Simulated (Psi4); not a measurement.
# [BPH4]− (SMILES [BH2-]P): UB3LYP5/def2-TZVP

Aim: the electrostatic solvation energy at fixed shape (ddCOSMO, cyclohexane) of [BPH4]− at UB3LYP5/def2-TZVP, from 2 runs. 

Program for the calculation: Psi4 1.11.

1 further run of the same task is left out (set aside as unsound or not needed).

**1. The structure to begin with**

The species is [BPH4]− (6 atoms), meant as a doublet with charge -1. As SMILES, `[BH2-]P`. The shape is that of a GFN2-xTB optimisation.

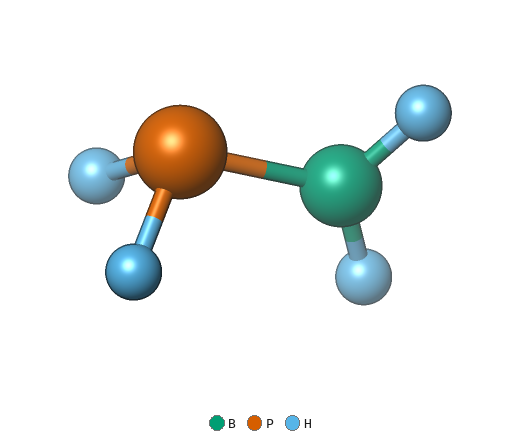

The structure, seen from a chosen angle (boron teal, phosphorus orange, hydrogen blue).

**2. The energy at UB3LYP5/def2-TZVP**

Contents of run_ase.py:

```python
import numpy as np
from ase.calculators.psi4 import Psi4
from ase import Atoms

mol = Atoms(['B', 'P', 'H', 'H', 'H', 'H'], positions=[
    [0.058330, -0.904490, -0.063420],
    [0.594500, 0.859390, -0.069700],
    [-1.074820, -1.226640, 0.137320],
    [0.887520, -1.733390, -0.266300],
    [-0.421990, 1.553630, -0.816460],
    [-0.043540, 1.451500, 1.078550],
])
calc = Psi4(atoms=mol, method='b3lyp5', basis='def2-TZVP', memory='1600MB', num_threads=1, charge=-1, multiplicity=2, label='psi4-calc', reference='uks')
calc.psi4.set_options({'scf_type': 'pk'})
mol.calc = calc

print(f'energy: {mol.get_potential_energy():.6f} eV')
```

On the command line:

```console
$ python run_ase.py
```

psi4-calc.dat:

```text
[...]
  Running in c1 symmetry.
[...]
  Nuclear repulsion =   46.180807373407774
[...]
  Multiplicity = 2
[...]
  Nalpha       = 13
  Nbeta        = 12
[...]
    Number of basis functions: 92
[...]
   @UKS iter   1:  -368.20994034437661   -1.75306e-01   7.74832e-03 DIIS/ADIIS
[...]
   @UKS iter   9:  -368.53262119958515   -2.47858e-08   5.15493e-07 DIIS
[...]
   @S^2 Observed:                7.533938108E-01
[...]
    Orbital Energies [Eh]
    ---------------------
    Alpha Occupied:
       1A    -76.823184     2A     -6.486845     3A     -6.310734
       4A     -4.472738     5A     -4.471184     6A     -4.467303
       7A     -0.425018     8A     -0.263807     9A     -0.162601
      10A     -0.147611    11A     -0.110048    12A     -0.031643
      13A      0.056475
    Alpha Virtual:
      14A      0.206220    15A      0.224799    16A      0.235785
      17A      0.271078    18A      0.285262    19A      0.308561
      20A      0.322630    21A      0.337914    22A      0.370824
      23A      0.386628    24A      0.431465    25A      0.480746
[...]
  @UKS Final Energy:  -368.53262119958515
   => Energetics <=
    Nuclear Repulsion Energy =             46.1808073734077738
    One-Electron Energy =                -604.5842029026550790
    Two-Electron Energy =                 213.1836291217615553
    DFT Exchange-Correlation Energy =     -23.3128547920993974
    Empirical Dispersion Energy =           0.0000000000000000
    VV10 Nonlocal Energy =                  0.0000000000000000
    Total Energy =                       -368.5326211995851509
[...]
 Multipole Moments:
 ------------------------------------------------------------------------------------
     Multipole            Electronic (a.u.)      Nuclear  (a.u.)        Total (a.u.)
 ------------------------------------------------------------------------------------
 L = 1.  Multiply by 2.5417464519 to convert [e a0] to [Debye]
 Dipole X            :          2.1163831           -1.9647676            0.1516155
 Dipole Y            :          1.6188309           -0.5670128            1.0518182
 Dipole Z            :         -0.3301355            0.3604188            0.0302833
 Magnitude           :                                                    1.0631208
[...]
```

The script printed:

```text
energy: -10028.283418 eV
```

Run time: 13 s. Hardware: 1 thread of Intel Xeon Platinum 8259CL at 2.50GHz (Skylake/Cascade Lake), shared host; peak memory 0.68 GiB.

**3. The energy at UB3LYP5/def2-TZVP (ddCOSMO cyclohexane)**

Contents of job.py:

```python
import psi4

psi4.set_memory(1600000000)
psi4.set_num_threads(1)
psi4.core.set_output_file('run.log', False)

m = psi4.geometry("""
-1 2
B      0.11022772    -1.70923838    -0.11984643
P      1.12344218     1.62401173    -0.13171391
H     -2.03111543    -2.31801365     0.25949719
H      1.67716973    -3.27563237    -0.50323407
H     -0.79744553     2.93593520    -1.54288579
H     -0.08227868     2.74293747     2.03816411
units au
symmetry c1
""")

options = {'basis': 'def2-TZVP', 'reference': 'uks', 'scf_type': 'pk', 'ddx': True, 'ddx_model': 'cosmo', 'ddx_solvent': 'cyclohexane', 'ddx_radii_set': 'uff'}
psi4.set_options(options)

e_tot = psi4.energy('B3LYP5')
print(f'B3LYP5 energy: {e_tot:.10f} Eh')
```

On the command line:

```console
$ python job.py
```

run.log:

```text
[...]
  Running in c1 symmetry.
[...]
  Nuclear repulsion =   46.180807425676385
[...]
  Multiplicity = 2
[...]
  Nalpha       = 13
  Nbeta        = 12
[...]
    Number of basis functions: 92
[...]
   @UKS iter   1:  -368.26836638965045   -2.33811e-01   7.63591e-03 DIIS/ADIIS
[...]
   @UKS iter   9:  -368.57947689598643   -1.24025e-08   3.67535e-07 DIIS
[...]
   @S^2 Observed:                7.534412165E-01
[...]
    Orbital Energies [Eh]
    ---------------------
    Alpha Occupied:
       1A    -76.914647     2A     -6.580021     3A     -6.402375
       4A     -4.564319     5A     -4.562773     6A     -4.559032
       7A     -0.517112     8A     -0.357238     9A     -0.253482
      10A     -0.241170    11A     -0.202982    12A     -0.124618
      13A     -0.037819
    Alpha Virtual:
      14A      0.117491    15A      0.134945    16A      0.146564
      17A      0.182368    18A      0.194635    19A      0.218618
      20A      0.229951    21A      0.247037    22A      0.280442
      23A      0.300330    24A      0.338788    25A      0.388225
[...]
  @UKS Final Energy:  -368.57947689598643
   => Energetics <=
    Nuclear Repulsion Energy =             46.1808074256763845
    One-Electron Energy =                -604.6340269274189723
    Two-Electron Energy =                 213.2350199209301991
    DFT Exchange-Correlation Energy =     -23.3142157853112018
    Empirical Dispersion Energy =           0.0000000000000000
    VV10 Nonlocal Energy =                  0.0000000000000000
    DD Solvation Energy =                 -0.0470615298627772
    Total Energy =                       -368.5794768959864314
[...]
 Multipole Moments:
 ------------------------------------------------------------------------------------
     Multipole            Electronic (a.u.)      Nuclear  (a.u.)        Total (a.u.)
 ------------------------------------------------------------------------------------
 L = 1.  Multiply by 2.5417464519 to convert [e a0] to [Debye]
 Dipole X            :          2.0815369           -1.9647676            0.1167693
 Dipole Y            :          1.7215668           -0.5670128            1.1545540
 Dipole Z            :         -0.3183259            0.3604188            0.0420929
 Magnitude           :                                                    1.1612071
[...]
```

The script printed:

```text
B3LYP5 energy: -368.5794768960 Eh
```

Run time: 21 s. Hardware: 1 thread of Intel Xeon Platinum 8259CL at 2.50GHz (Skylake/Cascade Lake), shared host; peak memory 0.69 GiB.

**4. Summary of results**

At UB3LYP5/def2-TZVP:

```
                                                quantity          value
                                 gas phase: total energy  -368.53262 Eh
           gas phase: HOMO energy (highest over α and β)        1.54 eV
            gas phase: LUMO energy (lowest over α and β)        4.08 eV
                                         gas phase: ⟨S²⟩          0.753
                      ddCOSMO, cyclohexane: total energy  -368.57948 Eh
ddCOSMO, cyclohexane: HOMO energy (highest over α and β)       -1.03 eV
 ddCOSMO, cyclohexane: LUMO energy (lowest over α and β)        1.53 eV
        ddCOSMO, cyclohexane: solvent term in the energy  -123.6 kJ/mol
                              ddCOSMO, cyclohexane: ⟨S²⟩          0.753
        energy change from gas to solvent at fixed shape      -1.275 eV
```

In words: The solvent model (ddCOSMO, cyclohexane) lowers the energy by 1.28 eV (−123 kJ/mol) at the same shape. It holds the electrostatic part alone, without cavity or dispersion terms. The HOMO (gas phase) lies at positive energy, 1.54 eV; only total energies tell whether the electron is bound.
